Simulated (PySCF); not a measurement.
# C2H7F3OSi2: what the fields show

Input file:

```
{"job": {"kind": "uv", "xc": "PBE0", "basis": "def2-SVPD", "nstates": 8, "ntriplets": 3}, "charge": 0, "multiplicity": 1}
O      1.760582     0.615919     1.610442
Si     1.966719    -0.182065     0.223098
C      0.419417    -1.226573    -0.249737
Si    -1.067278    -0.323660    -0.969764
C     -1.704240     0.888455     0.420627
F     -1.938756     0.269771     1.597156
F     -0.816451     1.876033     0.709408
F     -2.849706     1.513818     0.092024
H      1.079899     1.269142     1.754257
H      3.066940    -1.072474     0.566190
H      2.258414     0.714858    -0.896794
H      0.731069    -1.980070    -0.971336
H      0.104925    -1.774889     0.640824
H     -0.774512     0.577096    -2.084195
H     -2.241436    -1.157370    -1.233905
```

Launched as:

```sh
OMP_NUM_THREADS=1 python probes_run.py task.json out
```

Geometry: GFN2-xTB.

These are results of PBE0/def2-SVPD, SCF density, gas phase (PySCF 2.14.0), not measurements.

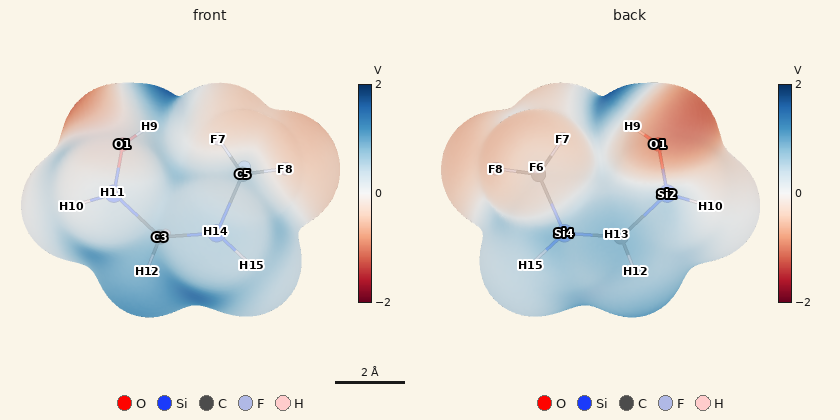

Figure 1. The electrostatic potential painted on the density surface at 0.001 e/bohr³, seen from the front and from behind; the colour scale runs from red (negative) to blue (positive).

**Where is the surface potential most negative and most positive?**

The most negative region (about −1.1 V) lies over O1, the most positive (about +1.5 V) over Si4 and H9. O1 is the likeliest acceptor of a hydrogen bond.

**What dipole moment does the calculation give?**

Its dipole moment is 2.64 D.

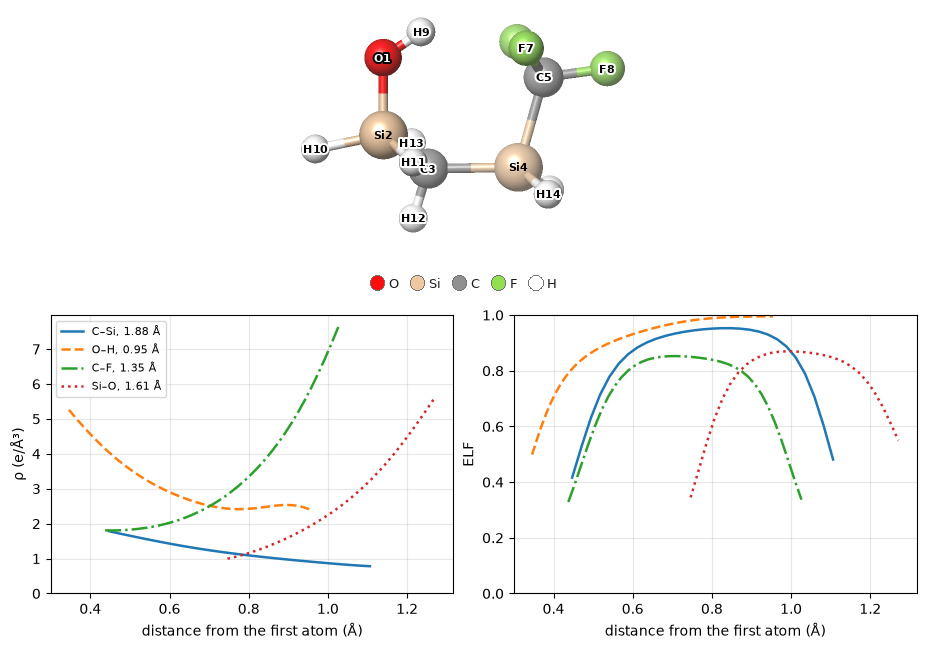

Figure 2. Electron density and ELF along straight lines between neighbouring atoms. The curves leave out the atomic cores. The structure is drawn too.

**Compare the contacts.**

C–Si (1.88 Å): the density is about 0.93 e/Å³ at the midpoint; the ELF peaks at about 0.95 between the atoms: localised, covalent bonding.
O–H (0.95 Å): ρ is about 3.8 e/Å³ halfway; the ELF climbs to about 1 towards the hydrogen, as it does in any bond to H (an ordinary covalent bond to hydrogen).
C–F (1.35 Å): ρ is about 2.3 e/Å³ halfway, with its minimum of 1.8 e/Å³ about 0.5 Å from C; the ELF peaks at about 0.85 between the atoms; a shared but strongly polarised pair.
Si–O (1.61 Å): ρ is about 1.2 e/Å³ halfway; the ELF peaks at about 0.85 between the atoms; a polar covalent bond.
